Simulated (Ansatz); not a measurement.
# CH2F3Si (SMILES [CH2][Si](F)(F)F): UPBE0/def2-SVP

Aim: the energy change on altering one bond length of CH2F3Si at UPBE0/def2-SVP, from 2 runs. 

The calculation is run with Ansatz 0.2.0.

64 further runs of the same task are left out: 64 set aside as unsound or not needed.

## (1) The molecule

CH2F3Si: 7 atoms, total charge 0, spin state doublet. As SMILES, `[CH2][Si](F)(F)F`. Geometry: relaxed at PBE0-D4/def2-TZVP.

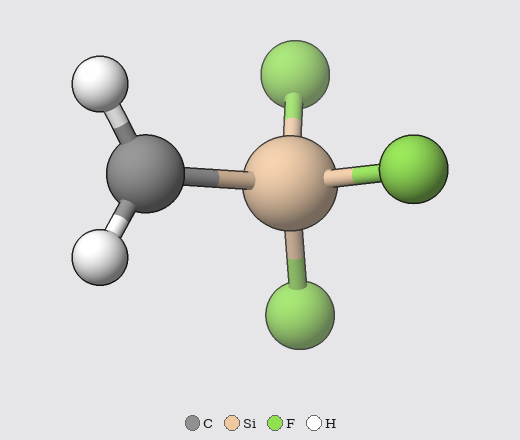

Viewed from a chosen angle; carbon grey, silicon light orange, fluorine green, hydrogen white.

## (2) The energy at UPBE0/def2-SVP

Contents of run.yaml:

```yaml
crystal:
  periodic: [false, false, false]
  atoms:
    - {symbol: C, position_ang: [-0.691800, 0.401700, 0.763500]}
    - {symbol: Si, position_ang: [0.442900, -0.260900, -0.483500]}
    - {symbol: F, position_ang: [0.009400, 0.178500, -1.934200]}
    - {symbol: F, position_ang: [0.495400, -1.838000, -0.481100]}
    - {symbol: F, position_ang: [1.916900, 0.241300, -0.236600]}
    - {symbol: H, position_ang: [-1.731100, 0.616200, 0.542200]}
    - {symbol: H, position_ang: [-0.380400, 0.593100, 1.784100]}
basis:
  gaussian:
    orbitals: def2-SVP
magnetization:
  spin_polarized: true
  initial_magnetization: 1
hamiltonian:
  xc: {name: PBE0}
accuracy: high
output: {orbitals: {seedname: orbitals}}
```

Command:

```sh
$ ansatz run run.yaml --threads 1 --pin off --max-ram 3480MiB --events-out events.jsonl --progress --plain --runs-dir runs
```

Standard output:

```text
Warning: RAYON_NUM_THREADS=1 ignored (pool sized by the plan → 1); use --threads N
Functional definition: PBE0
  name "PBE0"
  parameter a = 0.25
  parameter kappa = 0.804
  parameter beta = 0.06672455060314922
  exchange = (1 - a)*pbe_x(kappa = kappa, mu = beta*pi^2/3) + a*exact_x
  correlation = pbe_c(beta = beta)
1745 factors; integrals over basis functions are off by at most 4.0e-9 eV
mean field evaluation 1: about -17074.8200 eV, gradient 3.6e1 eV
mean field evaluation 2: about -17073.3047 eV, gradient 4.3e1 eV
mean field evaluation 4: about -17079.1466 eV, gradient 6.4e-1 eV
mean field evaluation 8: about -17079.3313 eV, gradient 5.7e-2 eV
mean field evaluation 16: about -17079.3313 eV, gradient 4.8e-5 eV
mean field -17079.33132415 eV, -627.6538493761 hartree, gradient 4.9e-8 eV, S^2 0.753618; 0 other end points of the search recorded, 0 dependent functions left out
reference -17079.33132628 eV, -627.6538494541 hartree; 25, 24 occupied and 59, 60 virtual orbitals, 1745 factors
Total energy: -17079.33132628 eV, -627.6538494541 hartree
```

It took 9.6 s on 1 thread of Arm Neoverse V2, shared host; peak memory 0.39 GiB.

## (3) The distorted shape

Contents of in.yaml:

```yaml
crystal:
  periodic: [false, false, false]
  atoms:
    - {symbol: C, position_ang: [-0.785219, 0.344281, 0.457323]}
    - {symbol: Si, position_ang: [0.349481, -0.318319, -0.789677]}
    - {symbol: F, position_ang: [-0.084019, 0.121081, -2.240377]}
    - {symbol: F, position_ang: [0.401981, -1.895419, -0.787277]}
    - {symbol: F, position_ang: [1.823481, 0.183881, -0.542777]}
    - {symbol: H, position_ang: [-1.824519, 0.558781, 0.236023]}
    - {symbol: H, position_ang: [-0.380400, 0.593100, 1.784100]}
basis:
  gaussian:
    orbitals: def2-SVP
magnetization:
  spin_polarized: true
  initial_magnetization: 1
accuracy: high
hamiltonian:
  xc: pbe0
output:
  orbitals: {seedname: orbitals}
```

Command:

```sh
$ ansatz run in.yaml --threads 1 --pin off --max-ram 3480MiB --events-out events.jsonl --progress --plain --runs-dir runs
```

Standard output:

```text
Warning: RAYON_NUM_THREADS=1 ignored (pool sized by the plan → 1); use --threads N
Functional definition: PBE0
  name "PBE0"
  parameter a = 0.25
  parameter kappa = 0.804
  parameter beta = 0.06672455060314922
  exchange = (1 - a)*pbe_x(kappa = kappa, mu = beta*pi^2/3) + a*exact_x
  correlation = pbe_c(beta = beta)
1749 factors; integrals over basis functions are off by at most 6.1e-9 eV
mean field evaluation 1: about -17073.9008 eV, gradient 3.5e1 eV
mean field evaluation 2: about -17072.0117 eV, gradient 4.4e1 eV
mean field evaluation 4: about -17078.1281 eV, gradient 9.4e-1 eV
mean field evaluation 8: about -17078.3011 eV, gradient 8.9e-2 eV
mean field evaluation 16: about -17078.3013 eV, gradient 5.4e-4 eV
mean field -17078.30126536 eV, -627.6159954136 hartree, gradient 8.6e-8 eV, S^2 0.756038; 0 other end points of the search recorded, 0 dependent functions left out
reference -17078.30126756 eV, -627.6159954946 hartree; 25, 24 occupied and 59, 60 virtual orbitals, 1749 factors
Total energy: -17078.30126756 eV, -627.6159954946 hartree
```

Run time: 9.9 s. Hardware: 1 thread of Arm Neoverse V2, shared host; peak memory 0.39 GiB.

## (4) Outcome

Level: UPBE0/def2-SVP.

```
                                                         quantity          value
                                        first shape: total energy  -627.65385 Eh
                  first shape: HOMO energy (highest over α and β)       -8.14 eV
                   first shape: LUMO energy (lowest over α and β)       -3.07 eV
                                                first shape: ⟨S²⟩          0.754
                                    distorted shape: total energy  -627.61600 Eh
              distorted shape: HOMO energy (highest over α and β)       -8.15 eV
               distorted shape: LUMO energy (lowest over α and β)       -3.04 eV
                                            distorted shape: ⟨S²⟩          0.756
energy change with the C1–H7 bond stretched from 1.084 to 1.409 Å       1.030 eV
```

In words: With the C1–H7 bond stretched from 1.084 to 1.409 Å the energy rises by 1.03 eV (24 kcal/mol). The first shape isn't relaxed at this level, so the change isn't measured from a minimum.
